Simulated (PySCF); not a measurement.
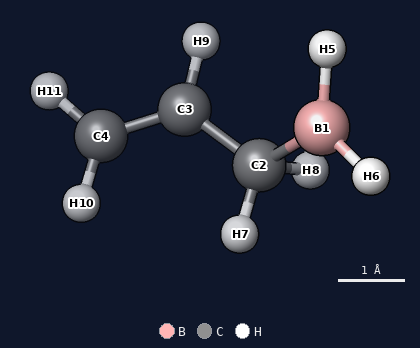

Fig. 1: The structure as given in the input (ball-and-stick view, seen at a tilt; atoms are numbered from 1 in the order of the input).

**What a change does: NMR shielding calculation on C3H7B**

System: C3H7B.
Method of run 1: GIAO PBE0/6-31G* NMR shielding, non-relativistic, gas phase (PySCF 2.14.0).

The geometry comes from this level: PBE0-D3(BJ)/def2-SVP. Text and figures count atoms from 1; the logs count them from 0 in places.

**Input file, run 1**
```
{"job": {"kind": "nmr", "xc": "PBE0", "basis": "6-31G*", "pop": true}, "charge": 0, "multiplicity": 1}
B     -1.809845     0.255831     0.220423
C     -0.496921    -0.254050    -0.436649
C      0.758986    -0.230755     0.368621
C      1.927227     0.266259    -0.040925
H     -1.923578     0.304216     1.424987
H     -2.770564     0.512576    -0.469505
H     -0.347058     0.110559    -1.465713
H     -0.835573    -1.315441    -0.569893
H      0.684122    -0.637214     1.385565
H      2.049318     0.689230    -1.043560
H      2.803147     0.275025     0.612093
```

The first line tells a small driver script what to run in PySCF; the rest is the geometry in Å.

Command:
```bash
OMP_NUM_THREADS=1 python <driver script> task.json out
```

Hardware: 1 CPU thread, shared host.

**Output (run 1)**
```
coarse grid: 8688 points
cycle   1  E = -143.1329793828  dE =  1.445e-01  |g| = 3.390e-01  |ddm| = 2.752e+00
cycle   2  E = -143.1365116382  dE = -3.532e-03  |g| = 3.273e-01  |ddm| = 6.804e-01
cycle   3  E = -143.1661811166  dE = -2.967e-02  |g| = 2.027e-02  |ddm| = 3.536e-01
cycle   4  E = -143.1662819419  dE = -1.008e-04  |g| = 9.181e-03  |ddm| = 3.137e-02
cycle   5  E = -143.1663051462  dE = -2.320e-05  |g| = 2.859e-03  |ddm| = 1.055e-02
cycle   6  E = -143.1663069018  dE = -1.756e-06  |g| = 1.268e-03  |ddm| = 3.369e-03
final grid: 82440 points
cycle   7  E = -143.1341988596  dE = -1.355e-05  |g| = 6.295e-03  |ddm| = 1.620e-02
cycle   8  E = -143.1341941523  dE =  4.707e-06  |g| = 7.664e-03  |ddm| = 1.443e-02
cycle   9  E = -143.1342098473  dE = -1.570e-05  |g| = 1.418e-03  |ddm| = 7.907e-03
cycle  10  E = -143.1342103718  dE = -5.244e-07  |g| = 1.396e-04  |ddm| = 1.207e-03
cycle  11  E = -143.1342103770  dE = -5.240e-09  |g| = 3.593e-05  |ddm| = 1.625e-04
cycle  12  E = -143.1342103773  dE = -3.519e-10  |g| = 8.159e-06  |ddm| = 3.942e-05
converged SCF energy = -143.1342103773

GIAO shielding tensors (ppm)
atom      isotropic    diamagn.    paramagn.     s11        s22        s33       span
  0 B       34.660     195.654    -160.994    -30.260      1.510    132.730    162.990
  1 C      150.831     247.054     -96.224    123.834    155.941    172.717     48.883
  2 C       63.043     251.483    -188.440    -42.997     70.964    161.160    204.156
  3 C       84.028     256.900    -172.872    -14.221    101.208    165.096    179.318
  4 H       24.126      29.714      -5.588     17.795     26.918     27.664      9.869
  5 H       24.219      29.268      -5.049     18.236     26.650     27.770      9.534
  6 H       28.581      30.388      -1.807     25.350     29.125     31.267      5.917
  7 H       30.469      28.483       1.986     25.634     30.399     35.373      9.739
  8 H       25.478      30.066      -4.588     24.039     24.720     27.675      3.636
  9 H       26.921      31.248      -4.327     24.374     26.181     30.207      5.833
 10 H       26.976      29.365      -2.389     24.496     26.122     30.310      5.815
```

For run 2 the input was changed thus:
```diff
-"basis": "6-31G*"
+"basis": "def2-TZVP"
```

Predict how the results change.

The total energy of run 2 is 34.4 kcal/mol lower, which measures the change of basis and not a stability. The HOMO goes from −6.96 to −7.24 eV. The LUMO goes from −0.89 to −1.29 eV. Of all shieldings, the largest change is that of C3, by −22.6 ppm. The number of SCF iterations is the same. The basis functions go from 70 to 166.

**Output (run 2)**
```
coarse grid: 8688 points
cycle   1  E = -143.1646582108  dE =  1.391e-01  |g| = 3.456e-01  |ddm| = 2.228e+00
cycle   2  E = -143.1639537703  dE =  7.044e-04  |g| = 3.569e-01  |ddm| = 5.486e-01
cycle   3  E = -143.1979649013  dE = -3.401e-02  |g| = 2.374e-02  |ddm| = 3.004e-01
cycle   4  E = -143.1980998497  dE = -1.349e-04  |g| = 1.043e-02  |ddm| = 2.823e-02
cycle   5  E = -143.1981311246  dE = -3.127e-05  |g| = 2.479e-03  |ddm| = 9.941e-03
cycle   6  E = -143.1981321872  dE = -1.063e-06  |g| = 1.344e-03  |ddm| = 2.254e-03
final grid: 82440 points
cycle   7  E = -143.1890382336  dE = -3.622e-05  |g| = 5.944e-03  |ddm| = 4.129e-02
cycle   8  E = -143.1890360021  dE =  2.231e-06  |g| = 6.606e-03  |ddm| = 9.213e-03
cycle   9  E = -143.1890469736  dE = -1.097e-05  |g| = 9.091e-04  |ddm| = 4.679e-03
cycle  10  E = -143.1890471675  dE = -1.939e-07  |g| = 3.152e-04  |ddm| = 7.570e-04
cycle  11  E = -143.1890471927  dE = -2.527e-08  |g| = 5.813e-05  |ddm| = 2.293e-04
cycle  12  E = -143.1890471936  dE = -9.141e-10  |g| = 8.441e-06  |ddm| = 4.483e-05
converged SCF energy = -143.1890471936

GIAO shielding tensors (ppm)
atom      isotropic    diamagn.    paramagn.     s11        s22        s33       span
  0 B       19.531     195.595    -176.064    -51.419    -16.661    126.673    178.091
  1 C      138.666     242.915    -104.249    107.643    145.688    162.665     55.022
  2 C       40.476     252.377    -211.900    -78.932     48.840    151.521    230.452
  3 C       68.608     253.714    -185.107    -41.291     89.670    157.443    198.733
  4 H       23.871      29.610      -5.739     17.124     27.133     27.355     10.231
  5 H       23.853      29.290      -5.437     17.563     26.769     27.227      9.664
  6 H       27.926      30.233      -2.307     24.986     28.331     30.460      5.474
  7 H       29.826      28.117       1.709     25.038     29.694     34.747      9.710
  8 H       24.841      30.791      -5.950     22.811     24.357     27.357      4.546
  9 H       26.300      30.973      -4.673     23.640     25.841     29.419      5.779
 10 H       26.383      29.587      -3.205     23.874     25.525     29.749      5.875
```

**The two runs side by side**

```tsv
quantity	run 1	run 2
outcome	converged	converged
total energy (hartree)	−143.134210	−143.189047
HOMO (eV)	−6.96	−7.24
LUMO (eV)	−0.89	−1.29
dipole moment (D)	0.55	0.52
shielding of B1 (ppm)	34.7	19.5
shielding of C2 (ppm)	150.8	138.7
shielding of C3 (ppm)	63.0	40.5
shielding of C4 (ppm)	84.0	68.6
shielding of H7 (ppm)	28.6	27.9
shielding of H8 (ppm)	30.5	29.8
shielding of H9 (ppm)	25.5	24.8
SCF iterations	12	12
basis functions	70	166
wall time (shared host)	3.2 s	8.7 s
```
